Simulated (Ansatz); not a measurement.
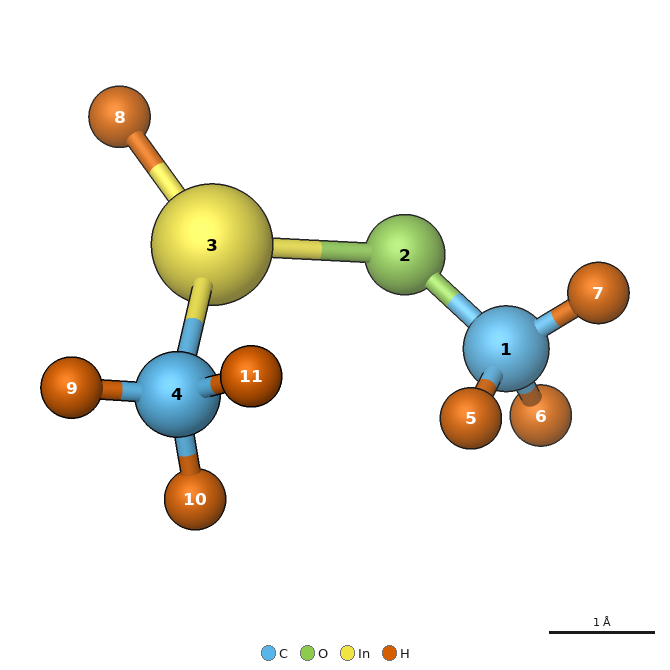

Orthographic view with a scale bar. The computed structure is the end point of a PBE0-D4/def2-TZVP optimisation. No frequency run is at hand to confirm it as a minimum.

Give an XYZ file in the frame of the picture: x to the right, y up, z towards the viewer, origin at the mean of the atomic positions.

```xyz
11
C2H7InO
C    1.76  -0.08  -0.73
O    0.79   0.83  -1.17
In  -1.06   0.92  -0.42
C   -1.39  -0.51   1.14
H    1.42  -0.74   0.08
H    2.09  -0.72  -1.56
H    2.64   0.46  -0.36
H   -1.95   2.15  -1.21
H   -2.41  -0.45   1.53
H   -1.22  -1.52   0.75
H   -0.68  -0.34   1.95
```
